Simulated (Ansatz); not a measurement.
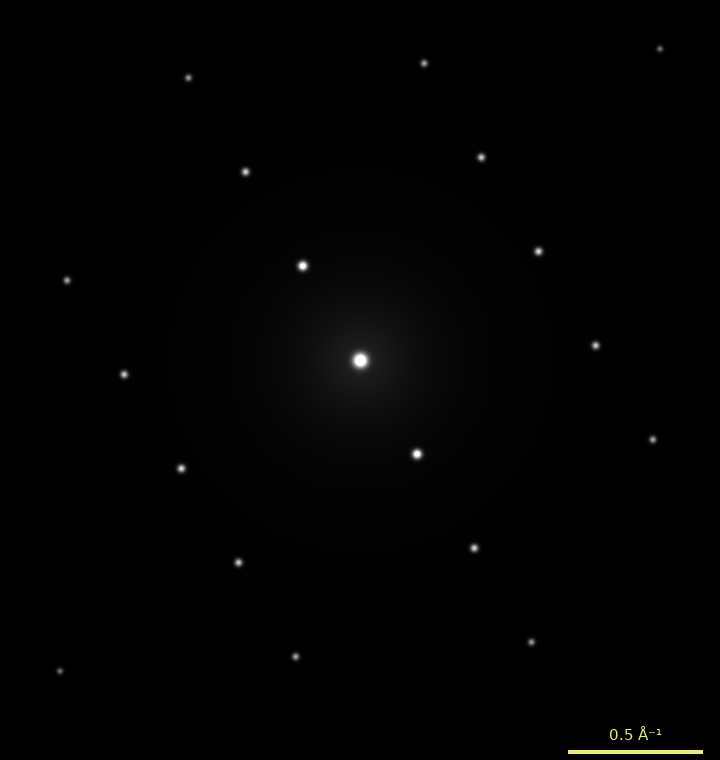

Computed electron diffraction pattern, 200 kV, single scattering only, B = 0.3 Å².

**Describe the geometry of this pattern.**

The spots form a rectangular net whose two shortest vectors correspond to d = 2.42 Å and 1.28 Å, 90.0° apart.

**What is the point symmetry of the pattern, intensities included?**

2mm.

**What was simulated?**

This cannot be fixed from one zone alone; the pattern is [210] of Zn, space group P6_3/mmc (No. 194), a = 2.55 Å, c = 4.85 Å (hexagonal axes). The net vectors are 0 0 2 and 1 -2 0. Structure: coordinates from a relaxation with DFT LDA, scalar-relativistic, plane waves, PAW (Ansatz).
